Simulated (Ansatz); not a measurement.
AlSiH₅OBrCl: several calculations on one system

**1. Relaxation**

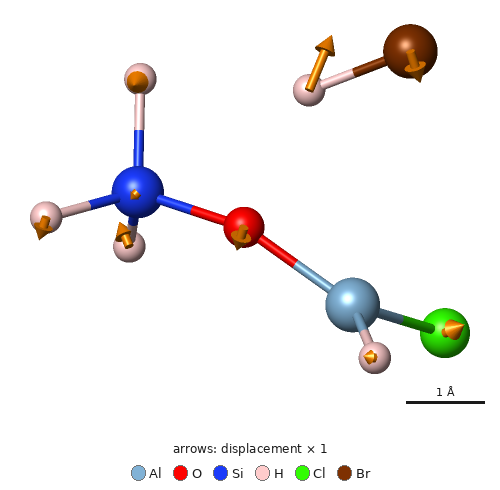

A relaxation of AlSiH5OBrCl. The starting structure is drawn; orange arrows show the displacements, at their true length. The two geometries are superimposed by the best rigid fit.

A ball-and-stick model, seen at a tilt.

The run prepares an end point of a later path (reaction) calculation, from a guessed geometry.

All numbers below come from RHF/def2-SVP (Ansatz).

Input
```yaml
crystal:
  periodic: [false, false, false]
  atoms:
    - { symbol: Al, position_ang: [-0.147303, -0.16323, 0.02079] }
    - { symbol: O, position_ang: [-0.584499, -0.071456, 1.703666] }
    - { symbol: Si, position_ang: [-1.399025, -0.577063, 3.040293] }
    - { symbol: H, position_ang: [-2.428781, -1.574804, 2.6722] }
    - { symbol: H, position_ang: [-0.457601, -1.191753, 4.001914] }
    - { symbol: H, position_ang: [-2.049797, 0.586201, 3.682798] }
    - { symbol: H, position_ang: [1.341162, -0.212997, -0.41853] }
    - { symbol: Cl, position_ang: [-1.709556, -0.358029, -1.364634] }
    - { symbol: Br, position_ang: [0.111035, 3.282902, 1.059244] }
    - { symbol: H, position_ang: [-0.162935, 2.090729, 1.913358] }
basis:
  gaussian: { orbitals: def2-SVP }
hamiltonian:
  xc: hf
relax:
  f_tol: 0.03
  max_steps: 50
```

Launched with:
```bash
ansatz run input.yaml --threads 4 --pin off --max-ram 5120MiB --backend cpu --events-out ev --progress --plain --runs-dir out
```

Atoms of which element are displaced furthest, and by how much?

Hydrogen: up to 0.81 Å, against 0.47 Å for bromine.

What happened in the run?

The largest move after the best rigid fit is that of H10, 0.81 Å. By element the largest moves are H 0.81 Å, Br 0.47 Å, Cl 0.38 Å, O 0.37 Å, Si 0.13 Å, Al 0.07 Å. Among the contacts that change: Al1–Br9 3.608 → 3.181 Å, Br9–H10 1.492 → 1.410 Å, Al1–O2 1.741 → 1.686 Å, O2–Si3 1.645 → 1.632 Å. Bond angles that change, for instance: Al1–O2–Si3 153.3° → 175.3°, H7–Al1–Cl8 121.6° → 119.5°. Over 22 accepted moves (26 points after the start) the energy falls by 0.209 eV. The largest force component goes from 1.5 to 0.0037 eV/Å. The line search rejected the trial steps at points 8, 15, 19, 21 of the run. The forces were under the threshold at step 18, but the run went on from there. The run took 71 s on 4 threads of Intel(R) Xeon(R) Platinum 8259CL CPU @ 2.50GHz (Skylake/Cascade Lake) (shared host), peak memory 0.34 GiB.

Limits of the set-up: the start holds two separate molecules, 2.2 Å apart at their closest, whose relative position is a soft coordinate and is computed without a dispersion correction; Hartree-Fock leaves out electron correlation.

**2. Relaxation**

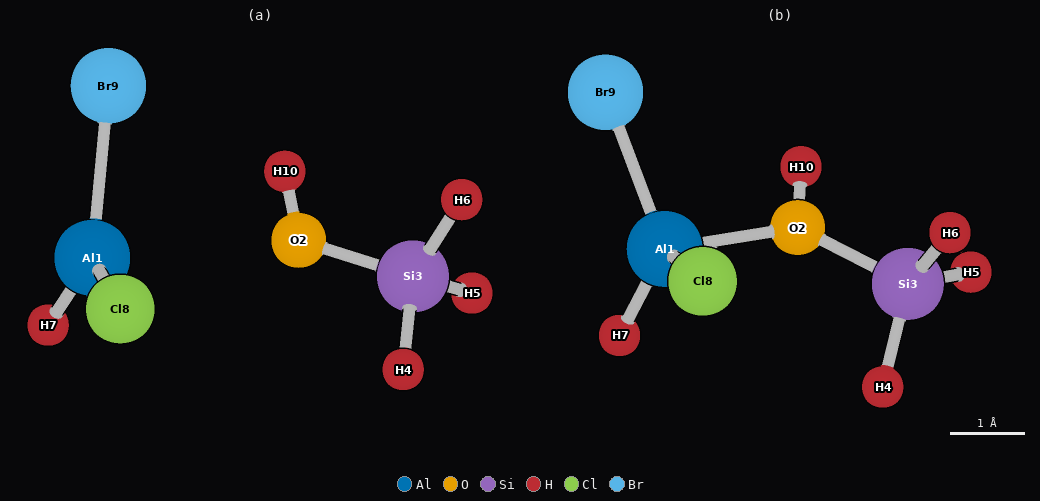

The structure of AlSiH5OBrCl before (left) and after (right) a relaxation, at one scale.

A ball-and-stick model, seen from a free direction.

The run prepares an end point of a later path (reaction) calculation, from a guessed geometry.

These are results of RHF/def2-SVP (Ansatz 0.2.0), not measurements.

Input
```yaml
crystal:
  periodic: [false, false, false]
  atoms:
    - { symbol: Al, position_ang: [0.007217, 0.627525, -0.644162] }
    - { symbol: O, position_ang: [-0.38278, 0.196626, 2.260447] }
    - { symbol: Si, position_ang: [-1.427347, -0.532864, 3.339973] }
    - { symbol: H, position_ang: [-2.079166, -1.643807, 2.613457] }
    - { symbol: H, position_ang: [-0.682382, -1.059642, 4.509539] }
    - { symbol: H, position_ang: [-2.429614, 0.451984, 3.809988] }
    - { symbol: H, position_ang: [1.244525, -0.279228, -0.906851] }
    - { symbol: Cl, position_ang: [-1.920905, 0.115492, -1.295273] }
    - { symbol: Br, position_ang: [0.308575, 2.809974, 0.243416] }
    - { symbol: H, position_ang: [-0.125424, 1.124439, 2.380566] }
basis:
  gaussian: { orbitals: def2-SVP }
hamiltonian:
  xc: hf
relax:
  f_tol: 0.03
  max_steps: 50
output:
  orbitals: {}
```

Launched with:
```bash
ansatz run input.yaml --threads 4 --pin off --max-ram 5120MiB --backend cpu --events-out ev --progress --plain --runs-dir out
```

What changed between the two?

Answer. The largest move after the best rigid fit is that of Cl8, 0.93 Å. Largest moves by element: Cl 0.93 Å, H 0.78 Å, Al 0.74 Å, Si 0.38 Å, Br 0.38 Å, O 0.35 Å. Among the contacts that change: Al1–Si3 4.391 → 3.343 Å, Al1–O2 2.962 → 1.954 Å, Al1–Br9 2.375 → 2.309 Å, O2–Si3 1.670 → 1.730 Å. New bonds form, among them: Al1–O2 (2.96 → 1.95 Å). Bond angles that change, for instance: H7–Al1–Cl8 122.4° → 116.5°, O2–Si3–H5 110.5° → 104.9°, H4–Si3–H6 110.9° → 113.7°. Groups turn about O2–Si3 by about 45°. The energy falls by 87.3 kJ/mol in 18 geometry steps. The largest force component goes from 1.2 to 0.019 eV/Å. The run took 45 s on 4 threads of Intel(R) Xeon(R) Platinum 8259CL CPU @ 2.50GHz (Skylake/Cascade Lake), with other jobs on the host, peak memory 0.34 GiB.

Limits of the set-up: the start holds two separate molecules, 2.8 Å apart at their closest, whose relative position is a soft coordinate and is computed without a dispersion correction; Hartree-Fock leaves out electron correlation.

**3. Path**

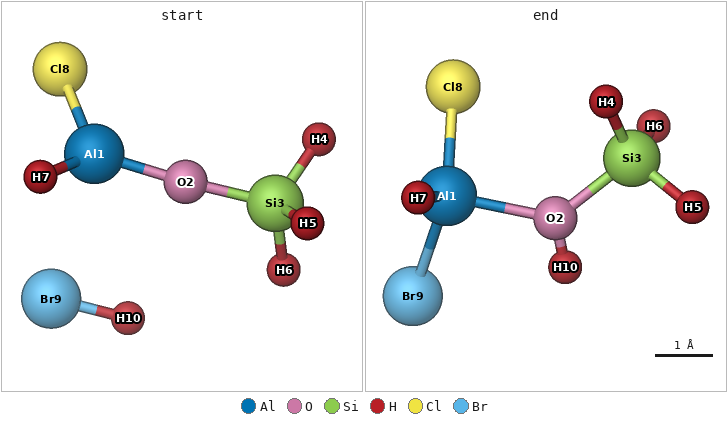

The two relaxed end points of a path for AlSiH₅OBrCl, made up at the start of AlSiH₄OCl and HBr. A ball-and-stick model, seen from a free direction.

Theory: RHF/def2-SVP in Ansatz.

Run with 7 movable images; climbing image; force threshold 0.05 eV/Å; iteration limit 60.

Start:
```xyz
10

Al   -0.0958   -0.1529    0.0633
O    -0.6842   -0.4233    1.6195
Si   -1.3756   -0.7027    3.0714
H    -2.6734   -1.3969    2.9170
H    -0.4876   -1.5266    3.9222
H    -1.6125    0.5923    3.7601
H     1.4224   -0.2516   -0.2710
Cl   -1.5009   -0.0472   -1.5061
Br    0.0796    2.9497    0.7452
H    -0.5593    2.7696    1.9895
```

End:
```xyz
10

Al   -0.1014    0.5768    0.0929
O    -0.3786    0.4731    2.0247
Si   -1.4246   -0.5494    2.9492
H    -1.4145   -1.8406    2.2588
H    -0.8043   -0.6169    4.2831
H    -2.7516    0.0730    3.0157
H     0.9882   -0.4915   -0.2572
Cl   -2.1051    0.1395   -0.5308
Br    0.5342    2.7955    0.0225
H    -0.0297    1.2509    2.4522
```

> Predict the minimum-energy path and its barrier.

The highest point, image 3, lies 0.44 eV above the start and 1.43 eV above the end; the end is at −0.98 eV relative to the start. Breaking: Br9–H10 (1.41 → 1.57 at the top → 2.93 Å). Forming: Al1–Br9 (3.18 → 2.66 at the top → 2.31 Å), O2–H10 (3.22 → 1.41 at the top → 0.95 Å). The band converged in 19 iterations. The largest component of the band force went from 4 to 0.036 eV/Å. The climbing image converged on the top of the path. Its vibrational analysis gives one imaginary mode (1126i cm⁻¹), as a transition state must have.

Energies of the converged images:

```json
{"image": "0", "path (Å)": "0.00", "E (eV)": "0.000"}
{"image": "1", "path (Å)": "0.91", "E (eV)": "0.008"}
{"image": "2", "path (Å)": "1.81", "E (eV)": "0.063"}
{"image": "3", "path (Å)": "2.72", "E (eV)": "0.445"}
{"image": "4", "path (Å)": "3.23", "E (eV)": "-0.577"}
{"image": "5", "path (Å)": "3.74", "E (eV)": "-0.902"}
{"image": "6", "path (Å)": "4.25", "E (eV)": "-0.961"}
{"image": "7", "path (Å)": "4.76", "E (eV)": "-0.976"}
{"image": "8", "path (Å)": "5.27", "E (eV)": "-0.983"}
```

The geometry at the top of the path:

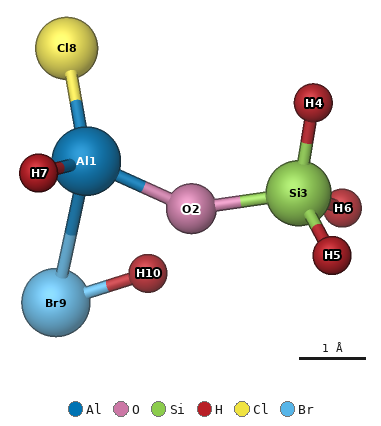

Limits of the set-up: the start holds two separate molecules, 3.0 Å apart at their closest, whose relative position is a soft coordinate and is computed without a dispersion correction; Hartree-Fock leaves out electron correlation.

The run took 4.1 min on 4 threads of Intel(R) Xeon(R) Platinum 8259CL CPU @ 2.50GHz (Skylake/Cascade Lake), on a shared host, peak memory 0.35 GiB.
